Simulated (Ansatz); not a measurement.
# CsPbCl3 (Pm-3m): least direct gap against volume

The cell of CsPbCl3 (Pm-3m) is scaled evenly and the response computed anew at each volume, on one mesh. The atoms keep their fractional positions.

Symmetry: Pm-3m, No. 221, cubic system. The conventional cell has a = 5.605 Å, b = 5.605 Å, c = 5.605 Å, α = 90.00°, β = 90.00°, γ = 90.00°. Pb on site b is surrounded by 6 Cl at 2.80 Å. Cs on site a has 12 Cl at 3.96 Å as nearest neighbours. Around Cl on site c lie 2 Pb at 2.80 Å.

Method: Ansatz 0.2.0, PBEsol, independent particles, k-mesh 4×4×4 with interpolation inside its cells, Gaussian parameter 0.1 eV.

Launch of the response step: `ansatz run input.yaml --threads 4 --pin off --max-ram 8192MiB --backend cpu --events-out ev --progress --plain --runs-dir out`. The series took 3.4 min in all, on 4 threads of Intel(R) Xeon(R) Processor @ 2.50GHz (Skylake/Cascade Lake), with other jobs on the host.

```tsv
V/V₀	V (Å³, primitive cell)	least direct gap (eV)
0.94	165.52	?
0.96	169.04	1.607
0.98	172.57	1.708
1.00	176.09	1.802
1.02	179.61	1.889
1.04	183.13	1.970
1.06	186.65	2.044
```

For small changes the quantity should be close to linear in ln V.

Working, on the rows shown:

| x = ln(V/V₀) | y = least direct gap |
| --- | --- |
| -0.040822 | 1.607 |
| -0.0202027 | 1.708 |
| 0 | 1.802 |
| 0.0198026 | 1.889 |
| 0.0392207 | 1.97 |
| 0.0582689 | 2.044 |

Means: x̄ = 0.0093779, ȳ = 1.8367. Σ(x − x̄)(y − ȳ) = 0.03032, Σ(x − x̄)² = 0.006873. Slope = 0.03032 / 0.006873 = 4.412; intercept = ȳ − slope · x̄ = 1.7953. The line misses the rows shown by at most 0.0084 eV.

**Question.** What does the fit predict for the withheld row, and how well does it do?

**Answer.** At x = -0.061875 the line gives y = 1.5223 eV. The run gave 1.498 eV, so the extrapolation is off by 0.024 eV, 4 % of the range in the table.

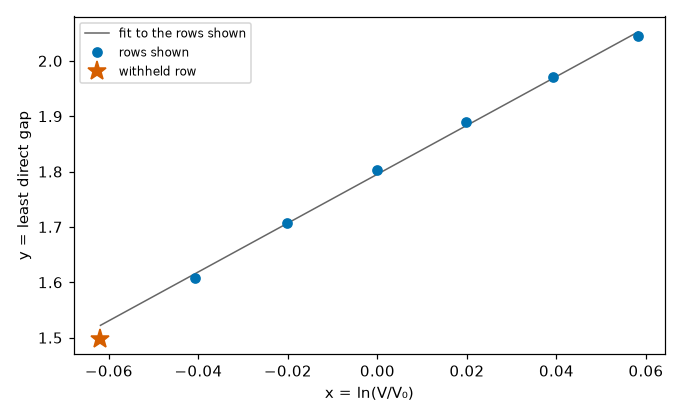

Between the rows on either side of x = 0 the slope is (1.889 − 1.708) / (0.019803 − (-0.020203)) = 4.524. That is a volume deformation potential of 4.5 eV: the least direct gap on this mesh narrows by 45 meV for each per cent of compression. Spin-orbit coupling is left out.

[Logs are printed without paths, hosts, clocks, repeated set-up lines and the standing remarks that a program may print on its own settings, such as how far it seeks lower states.]
